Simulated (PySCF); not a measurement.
C5H2F4, SMILES `FC(F)=C(F)C1=C(F)C1`.

Method: ωB97X/def2-SVP; geometry: GFN2-xTB; program: PySCF. No frequency check shows the geometry to be a minimum.

Cartesian coordinates (Å):

```
F1       2.8445   -0.4037    0.0004
C2       1.6484    0.1559    0.0000
F3       1.7361    1.4780   -0.0002
C4       0.4782   -0.4988   -0.0001
F5       0.4945   -1.8457   -0.0002
C6      -0.7897    0.1309   -0.0002
C7      -2.0960    0.0991   -0.0003
F8      -3.2077   -0.5897    0.0002
C9      -1.5269    1.4678    0.0001
H10     -1.5452    2.0606   -0.9065
H11     -1.5455    2.0600    0.9076
```

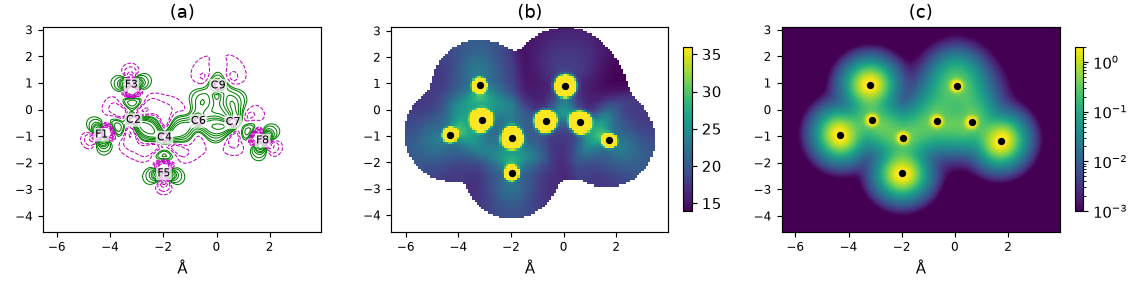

Three fields in a plane through 9 of the atoms. (a): solid green lines positive, dashed magenta lines negative.

> The panels show, in some order, the deformation density, electron density and average local ionisation energy. Which is which?

(a) is the deformation density: it has both signs, with gains where valence electrons gather and losses around them. (b) is the average local ionisation energy: it is high near the heavier nuclei and lowest where loosely bound electrons reach out. (c) is the electron density: it is positive everywhere and peaks at the nuclei.
